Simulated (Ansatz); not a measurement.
# Starting-point dependence of the GW gap of KMgF3 (Pm-3m), part 2 of 2

One-shot GW is not self-consistent; how far does the start matter for KMgF3 (Pm-3m)?

Ansatz 0.2.0; G0W0 on several functionals, plane waves, PAW. Known limits of the many-body steps: not at the basis limit; coarse k mesh.

So far. Step 2 (G0W0 on PBEsol): The gap on the mesh goes from 7.15 eV to 11.17 eV, a correction of +4.03 eV. Between the two edge states, bare exchange in place of the xc potential would open the gap by 12.88 eV, and correlation takes back 8.85 eV.

In doubt: masses and optical values from hybrid runs of this build are listed as unsure (step 4), which bears on the screening that GW takes from such a start.

## Step 3: G0W0 on PBE

The same correction from a different start measures what one shot leaves open.

This step: G0W0 on PBE, plane waves, PAW; PAW set soft_1.

input.yaml

```yaml
crystal:
  lattice:
    - [3.9859, 0.0, 0.0]
    - [0.0, 3.9859, 0.0]
    - [0.0, 0.0, 3.9859]
  atoms:
    - { symbol: K, position: [0.5, 0.5, 0.5] }
    - { symbol: Mg, position: [0.0, 0.0, 0.0] }
    - { symbol: F, position: [0.5, 0.0, 0.0] }
    - { symbol: F, position: [0.0, 0.5, 0.0] }
    - { symbol: F, position: [0.0, 0.0, 0.5] }
kpoints:
  mp_grid: { grid: [4, 4, 4] }
hamiltonian:
  xc: pbe
  pseudopotentials: { kind: paw, azcp: { folder: soft_1 } }
scf:
  occupations: { method: fixed }
gw:
  n_empty_bands: 189
  ecut_chi: 120
  qp_bands: [v2, c2]
  qp_kpoints: band_edges
  screening: { model: contour_deformation }
```

Command:

```console
$ ansatz run input.yaml --threads 2 --pin off --max-ram 92160MiB --backend cuda --events-out ev --progress --plain --runs-dir out --devices 1 --max-vram 13GiB
```

Numbers of over 12 decimals in the logs are rounded to 6 here.

Log:

```text
GPUs: using 1 of 1 available (devices: 1).
[...]
GPU FFT provider: cuFFT
GPU libraries: cuBLAS 13.8.2, cuFFT 12.4.0, cuSOLVER 12.3.4
Crystal: 5 atoms, lattice volume = 63.326 Å³
Basis set: ecut = 420 eV, 1237 PW (Γ)
Bands: 25, of which v1, the nominal top of the filled ones, is band 20 counted from 1 (19 counted from 0)
Symmetry: 48 space group operations
[...]
k-points: 10 of 64
[...]
GPU buffer pool allocated for 19683 grid points (all kernels)
[...]
SCF iter   1: F=—  HF=-5897.934082 eV  |F-HF|=—  |Δ(HF+E_count)|=         —  Δρ=1.38e-1  dr2=9.73e0  ethr=3.10e-3  ⟨swp⟩=4.0  Hψ=1100  notcnv=0  defer=14
[...]
SCF iter   8: F=-5894.704414 eV  HF=-5894.704414 eV  |F-HF|=2.02e-8  |Δ(HF+E_count)|=   8.34e-7  Δρ=4.99e-6  dr2=1.54e-8  ethr=2.50e-10  ⟨swp⟩=9.2  Hψ=1117  notcnv=0
SCF 1 converged in 8 iterations: F = -5894.704414 eV  dr2 = 1.54e-8
[...]
NSCF: frozen V_eff on 10 k-points, pencils in batches of 32, up to order 100
[...]
NSCF: frozen V_eff on 10 k-points
G₀W₀ screening: q 1/10
[... further progress lines ...]
SCF converged after 8 iterations
Free energy (F): -5894.704414 eV
[...]
Internal energy: -5894.704414 eV  (E = F + TS)
E sigma→0 (E₀):  -5894.704414 eV
Fermi energy:    2.822569 eV
[...]
--- Band table (eV; the first three rows and the last of 10) ---
  k-point 0: bands = [... 16 lower, 2.1982, 2.5020, 2.5020, 2.5020, 10.1564, 12.9138, 12.9138, 15.0379, ... 1 higher]
  k-point 1: bands = [... 16 lower, 2.0846, 2.0846, 2.3972, 2.3972, 11.1709, 13.4064, 13.4736, 15.2940, ... 1 higher]
  k-point 2: bands = [... 16 lower, 1.9636, 1.9636, 2.2949, 2.2949, 12.9551, 13.2981, 13.9407, 15.6006, ... 1 higher]
  k-point 9: bands = [... 16 lower, 1.7167, 2.8226, 2.8226, 2.8226, 13.2845, 13.2845, 13.2845, 16.7871, ... 1 higher]
[...]
0    19      2.5020   -31.8158     5.3429   -24.0067  0.8133    -0.0160     0.0358  root
     0    20      2.5020   -31.8158     5.3429   -24.0067  0.8133    -0.0160     0.0358  root
     0    21     10.1564    -7.2035    -3.2941   -11.8817  0.8910    11.5482    11.5406  root
     0    22     12.9138    -5.0359    -3.4613   -10.4619  0.8909    14.8965    14.8785  root
     1    19      2.3972   -31.6275     5.3575   -23.7754  0.8128    -0.1513    -0.0974  root
     1    20      2.3972   -31.6275     5.3575   -23.7754  0.8128    -0.1513    -0.0974  root
     1    21     11.1709    -8.1451    -3.2350   -12.9044  0.8854    12.7049    12.6952  root
     1    22     13.4064    -5.8786    -3.4533   -11.4573  0.8863    15.5540    15.5318  root
[...]
9    19      2.8226   -32.0704     5.4613   -24.1569  0.8115     0.3186     0.3703  root
     9    20      2.8226   -32.0704     5.4613   -24.1569  0.8115     0.3186     0.3703  root
     9    21     13.2845    -6.2326    -3.5757   -11.9028  0.8872    15.4001    15.3791  root
     9    22     13.2845    -6.2326    -3.5757   -11.9028  0.8872    15.4001    15.3791  root
```

Run time: 16 s. Hardware: 1 × NVIDIA H100 80GB HBM3 (shared by 6 runs) with 2 threads of AMD EPYC 7R13 (Zen 3), shared host; peak memory 1.1 GiB; 8.5 s of CPU time.

Numbers from this step:

```yaml
bands_summed: 209
rpa_eps_infinity_on_this_mesh_eigenvalues: 2.011, 2.011, 2.011
plane_waves_in_the_screening_matrix: 179
q_points_in_the_mesh: 64
g0w0_gap_on_the_mesh: 11.17 eV
k_of_the_valence_top: -0.5, -0.5, -0.5
k_of_the_conduction_bottom: 0, 0, 0
starting_gap_on_the_mesh: 7.334 eV
z_at_the_valence_top: 0.8115
z_at_the_conduction_bottom: 0.8910
least_direct_g0w0_gap_on_the_computed_points: 11.50 eV
```

Against the run with 4×4×4 mesh, 189 empty bands, screening to 120 eV, PAW set soft_1 files on PBEsol, the gap moves by −0.005 eV, while the start moved by +0.19 eV.

## Step 4: G0W0 on HSE06

This step: G0W0 on HSE06, plane waves, PAW; PAW set soft_1.

input.yaml, as its differences from that of step 3:

```diff
@@ -14,3 +14,3 @@
 hamiltonian:
-  xc: pbe
+  xc: hse06
   pseudopotentials: { kind: paw, azcp: { folder: soft_1 } }
```

Log:

```text
GPUs: using 1 of 1 available (devices: 1).
[...]
davidson cushion auto → on  (no smearing: the cushion is to keep the highest requested band from converging to the state above it; pin scf.eigensolver.cushion to override)
[...]
GPU FFT provider: cuFFT
GPU libraries: cuBLAS 13.8.2, cuFFT 12.4.0, cuSOLVER 12.3.4
Crystal: 5 atoms, lattice volume = 63.326 Å³
Basis set: ecut = 420 eV, 1237 PW (Γ)
[...]
1    21     11.7221    -7.5998    -3.0113   -11.9161  0.9053    13.0320    13.0271  root
     1    22     14.0575    -5.4571    -3.0976   -10.2342  0.9069    15.7460    15.7370  root
[...]
9    19      1.1116   -32.0769     4.7329   -25.9870  0.8415    -0.2558    -0.2455  root
     9    20      1.1116   -32.0769     4.7329   -25.9870  0.8415    -0.2558    -0.2455  root
     9    21     13.9864    -5.9384    -3.2255   -10.8397  0.9070    15.6711    15.6622  root
     9    22     13.9864    -5.9384    -3.2255   -10.8397  0.9070    15.6711    15.6622  root
[key lines of the parts left out:]
Free energy (F): -5895.551877 eV
Fermi energy:    1.111555 eV
```

It took 21 s on 1 × NVIDIA H100 80GB HBM3 (shared by 6 runs) with 2 threads; peak memory 1.3 GiB; 22 s of CPU time.

This step gave:

```yaml
bands_summed: 209
rpa_eps_infinity_on_this_mesh_eigenvalues: 1.833, 1.833, 1.833
plane_waves_in_the_screening_matrix: 179
g0w0_gap_on_the_mesh: 12.12 eV
k_of_the_valence_top: -0.5, -0.5, -0.5
k_of_the_conduction_bottom: 0, 0, 0
starting_gap_on_the_mesh: 9.575 eV
least_direct_g0w0_gap_on_the_computed_points: 12.45 eV
```

Against the run with 4×4×4 mesh, 189 empty bands, screening to 120 eV, PAW set soft_1 files on PBE, the gap moves by +0.95 eV, while the start moved by +2.24 eV.

## Step 5: The starts together

All on the 4×4×4 mesh with 189 empty bands and screening to 120 eV. Times are wall times on 1 × NVIDIA H100 80GB HBM3 (shared by 6 runs) with 2 threads of AMD EPYC 7R13 (Zen 3), shared host, good to a factor of about two.

```
 start  starting gap (eV)  shift (eV)  G0W0 gap (eV)  RPA ε∞ (harmonic mean)  Z (valence, conduction)   time
PBEsol               7.15       +4.03          11.17                    2.04               0.81, 0.89  8.7 s
   PBE               7.33       +3.84          11.17                    2.01               0.81, 0.89   16 s
 HSE06               9.58       +2.55          12.12                    1.83               0.84, 0.91   21 s
```

The parts of the quasiparticle energy at the two band edges (eV; QP = start + Σx + Σc − Vxc):

```
   run               edge  start      Σx     Σc     Vxc     Z     QP
PBEsol        valence top   2.72  -31.99   5.51  -24.01  0.81   0.24
PBEsol  conduction bottom   9.86   -7.27  -3.34  -12.16  0.89  11.41
   PBE        valence top   2.82  -32.07   5.46  -24.16  0.81   0.37
   PBE  conduction bottom  10.16   -7.20  -3.29  -11.88  0.89  11.54
 HSE06        valence top   1.11  -32.08   4.73  -25.99  0.84  -0.25
 HSE06  conduction bottom  10.69   -6.83  -3.06  -11.08  0.91  11.88
```

For a hybrid start, Vxc holds its share of exact exchange.

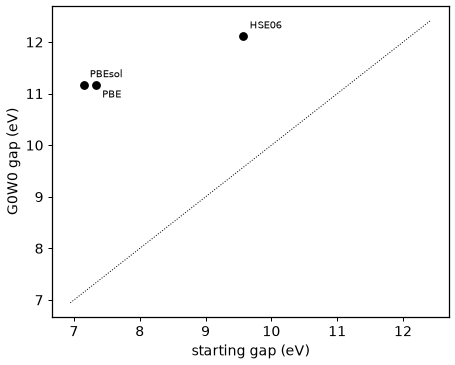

G0W0 gap against starting gap; on the dotted line the correction would vanish.

## Step 6: Outcome

| Property | Result |
| --- | --- |
| G0W0@PBEsol | 11.17 eV (start 7.15 eV) |
| G0W0@PBE | 11.17 eV (start 7.33 eV) |
| G0W0@HSE06 | 12.12 eV (start 9.58 eV) |
| known limits | not at the basis limit; coarse k mesh |

In words: The starting gaps span 2.43 eV and the G0W0 gaps 0.95 eV. Between PBEsol and HSE06, 0.95 eV of the 2.43 eV survives, 39 %. HSE06 screens less than PBEsol (ε∞ 1.83 against 2.04). Of the 0.95 eV by which its G0W0 gap is higher, the correlation part gives +1.06 eV, and exchange with the one-particle terms, which follow the orbitals, −0.12 eV. The smallest correction, +2.55 eV, is on HSE06, the start nearest to reproducing itself. Bands and cutoff are finite, so the gap is not at the basis limit. The miss can reach some tenths of an eV and take either sign; the mesh is an error of its own. The 4×4×4 mesh is coarse for this cell (its supercell is 16 Å along the shortest edge). The RPA ε∞ on it, from the PBEsol start, is 2.04; such meshes misread the long-range screening, most where the gap is narrow. This is the ideal cubic cell; many perovskites, halides above all, are cubic only on average, and local tilts or off-centring can widen the gap.

[Paths, hosts, dates, memory and timing lines, banners, echoed tables and standing remarks are left out of the program output.]

[Logs are printed without paths, hosts, clocks, repeated set-up lines and the standing remarks that a program may print on its own settings, such as how far it seeks lower states.]

[Runs of the session that timed out or met a known fault of the program may be left out.]

[Cells called generated may have been cut or substituted from an entry of the Crystallography Open Database or the Materials Project.]

[Hosts, paths, dates, database ids (printed as entryN), source tags and the programs' standing remarks are cut or masked in the printed files.]
